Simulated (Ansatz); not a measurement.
```
Mg Pd C N
1.0
     6.08580    0.00000    0.00000
     0.00000    6.08580    0.00000
     0.00000    0.00000    6.08580
Mg Pd C N
1 1 4 4
Direct
  0.50000 0.50000 0.50000
  0.00000 0.00000 0.00000
  0.19493 0.19493 0.19493
  0.19493 0.80507 0.80507
  0.80507 0.19493 0.80507
  0.80507 0.80507 0.19493
  0.30582 0.30582 0.30582
  0.30582 0.69418 0.69418
  0.69418 0.30582 0.69418
  0.69418 0.69418 0.30582
```

Space group P-43m; a structure generated by program, which may or may not match a known phase; spin-polarised.

The calculation used Ansatz, DFT PBE, scalar-relativistic, plane waves, PAW.

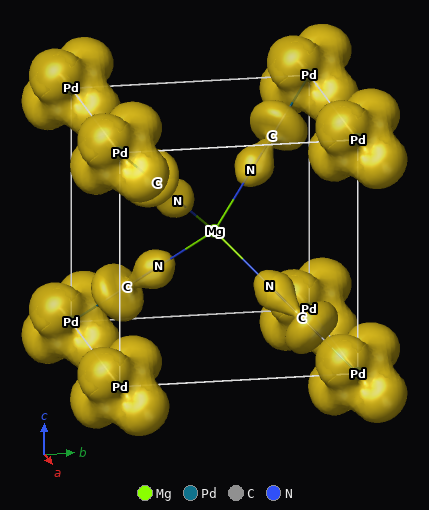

MgPdC$_{4}$N$_{4}$. Isosurfaces of the magnetisation density (up minus down) at +0.03 (yellow) and −0.03 e/Å³ (cyan), seen slightly off an axis. Sticks mark near contacts.

The density is the valence pseudo-density of a PAW calculation; it isn't the true density close to the nuclei.

Q: Where is the spin, and how is it ordered?

A: The spin density sits on Pd: +0.8 μB in one cell of 10 atoms: parallel moments, as they must be, since the calculation's own cell holds one magnetic site. The cell of the calculation (10 atoms) carries 2.0 μB of net spin moment. Only one sign reaches the isovalue.
